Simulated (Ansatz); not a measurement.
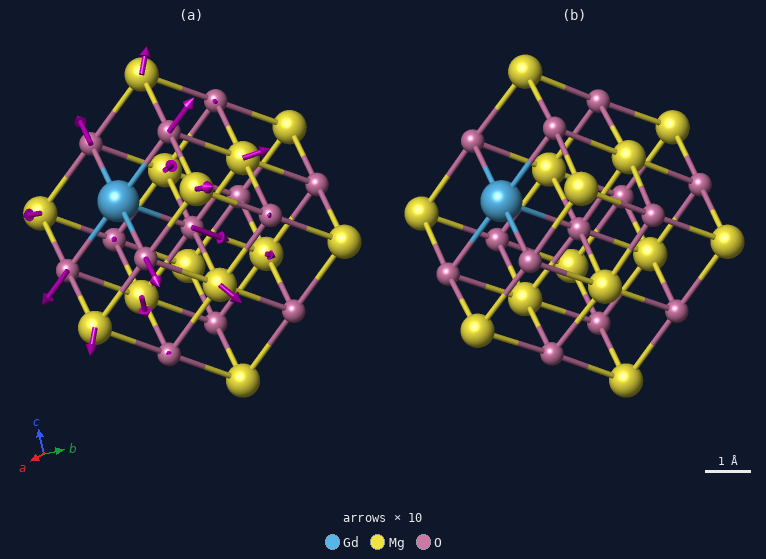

The structure of a defect cell of composition GdMg₂₆O₂₇ (cell charge +1) before (left) and after (right) a relaxation, at one scale. The purple arrows give the displacements, 10 times their true length.

Style: ball-and-stick. Shown: the atoms within 4.2 Å of the atom that moves most (axes of the cell of the calculation), slightly off an axis.

Computed with Ansatz 0.2.0, DFT, PBE, plane-wave PAW, default files, scalar-relativistic. Set-up: plane-wave cutoff 420 eV; k-point mesh 3 × 3 × 3; occupations fermi dirac; smearing width 0.01 eV; collinear spin; atoms relaxed in a fixed cell; force threshold 0.03 eV/Å; at most 40 steps.

Question: Describe what moved and what it gained.

Answer: The largest moves, 0.11 Å, are those of O atoms. By element the largest moves are O 0.11 Å, Mg 0.07 Å. Gd stays in place. The lattice vectors keep their values. Some distances before and after: Gd–O 2.108 → 2.214 Å, Mg–O 2.109 → 2.030 Å, Gd–Mg 2.982 → 3.048 Å, Mg–O 2.109 → 2.156 Å. Bond angles that change, for instance: Mg–O–Mg 180.0° → 176.9°. After 4 geometry steps the energy has fallen by 1.233 eV per cell of the calculation. The largest force component goes from 2.5 to 0.0032 eV/Å. Cost: 72 s on 4 threads of Intel(R) Xeon(R) 6975P-C (Granite Rapids), on a shared host, peak memory 3.4 GiB.

Limits of the set-up: the cell is charged, on a uniform background, and energies carry no finite-size correction.
